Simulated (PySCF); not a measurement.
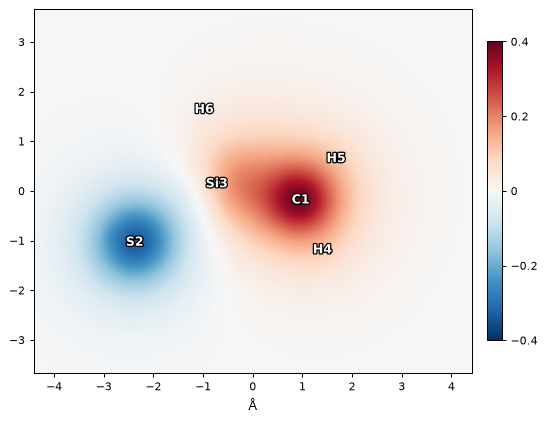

Figure 1: CH$_{3}$SSi (SMILES C=[SiH][S-]) (charge −1). The HOMO on a plane 0.8 Å above the molecular plane (values in Å⁻³ᐟ²; the overall sign is arbitrary).

Geometry: PBE0-D3(BJ)/def2-SVPD.

All numbers below come from Gaussian-basis quantum chemistry of an isolated molecule with PySCF, energy and nuclear gradient, functional PBE0 in PySCF 2.14.0.

```yaml
atoms:
  - { symbol: C, position_ang: [0.2729, 0.9864, 1.2481] }
  - { symbol: S, position_ang: [2.5984, 2.7182, -0.6342] }
  - { symbol: Si, position_ang: [0.7929, 2.2250, 0.1539] }
  - { symbol: H, position_ang: [0.9324, 0.2373, 1.6951] }
  - { symbol: H, position_ang: [-0.7844, 0.9269, 1.5285] }
  - { symbol: H, position_ang: [-0.3756, 3.0828, -0.2666] }
```

Question: Where does this orbital lie, and at what energy?

Answer: It lies mainly on C1 (about 40 %), S2 (about 30 %) and Si3 (about 20 %); it changes sign across the molecular plane (π type); π-bonding across C1–Si3; π-antibonding (a node) across S2–Si3. Its energy is −0.93 eV.
